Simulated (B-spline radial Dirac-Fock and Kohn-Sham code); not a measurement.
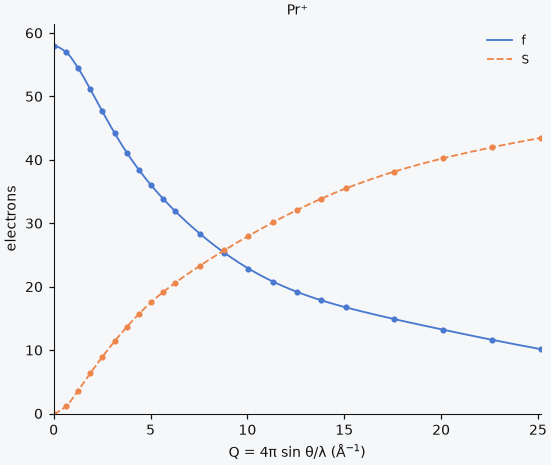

The X-ray form factor f and the incoherent scattering function S against Q. System: the ion Pr⁺, configuration [Xe] 4f3 5d1, which is not the ground configuration. Level of theory: the spherical Dirac–Fock density (average of configuration), S by Waller and Hartree; calculated with a B-spline radial code.

**What is f at Q = 12.6 Å⁻¹?**

19.2 electrons.

**How many electrons does the species have?**

58, the value of f at zero angle.

**Where has f fallen to half its forward value?**

Near Q = 7.32 Å⁻¹.
